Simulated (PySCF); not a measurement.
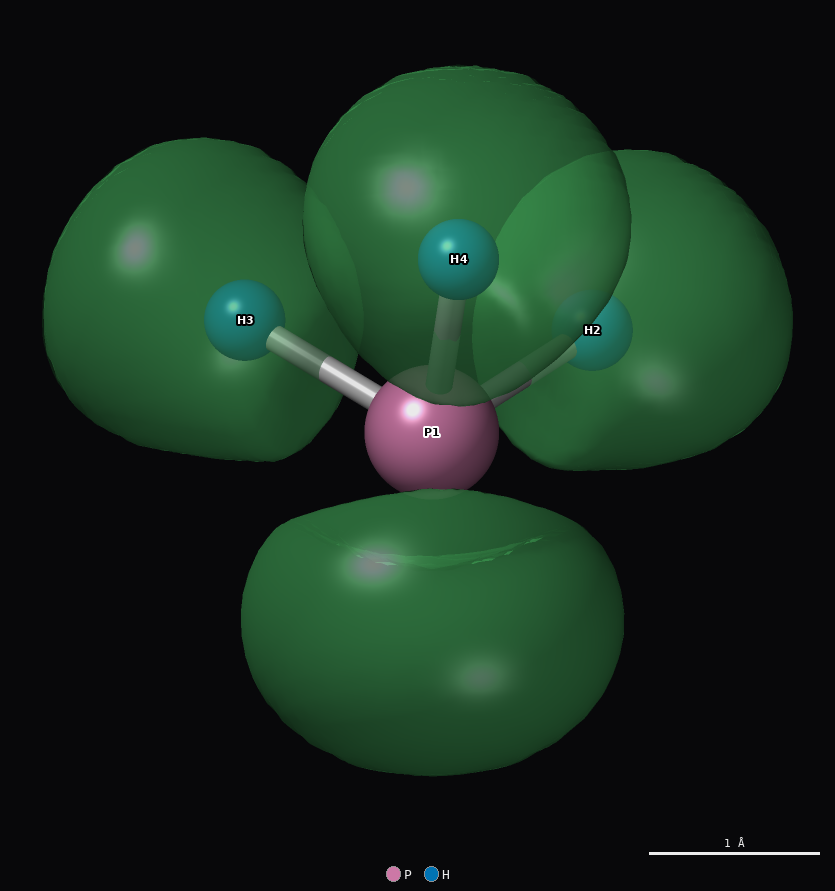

Figure. PH3 (SMILES P). Isosurface of the electron localisation function at 0.85 (green), seen from one side. Only the valence region is drawn (cores and ρ < 0.01 e/Å³ removed).

Geometry: PBE0-D3(BJ)/def2-SVP.

These are results of PySCF 2.14.0, PBE0/pcSseg-1, SCF density, gas phase, non-relativistic, not measurements.

```xyz
4

P     0.0283   -0.0300    0.5667
H    -0.4807    1.0672   -0.1941
H     1.2172   -0.1211   -0.2208
H    -0.6610   -0.9970   -0.2281
```

### Identify the bonds, lone pairs and shells in this picture.

The surface consists of three regions around hydrogen nuclei and one lobe on P, pointing away from the bonds (lone pairs). Along the contacts the grid gives the following. P–H (1.43 Å): the ELF climbs to about 1 towards the hydrogen, as it does in any bond to H.
